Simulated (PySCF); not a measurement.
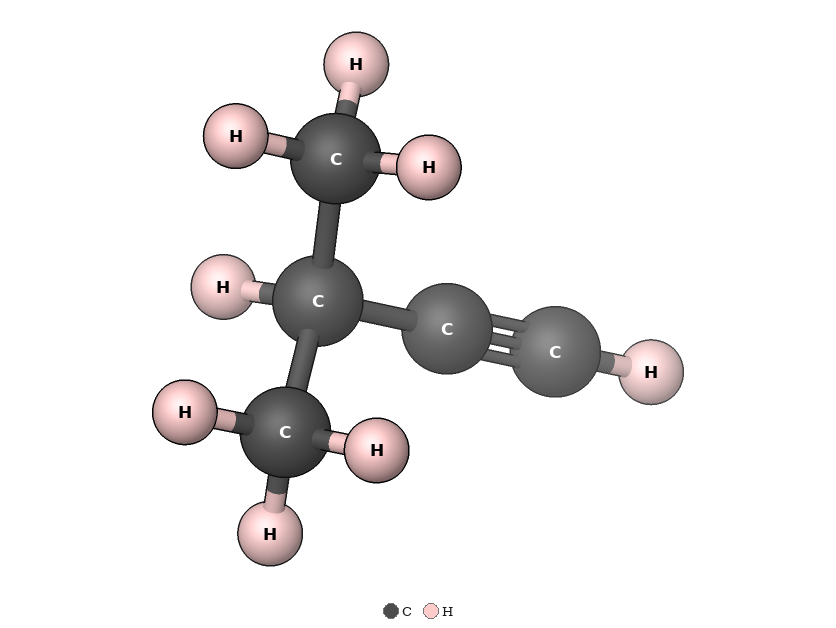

Orthographic view. Distant atoms are faded towards the background colour. The geometry was computed by an optimisation with PBE0-D3(BJ)/def2-SVP. No frequency run is at hand to confirm it as a minimum.

> Write the InChI string.

InChI=1S/C5H8/c1-4-5(2)3/h1,5H,2-3H3
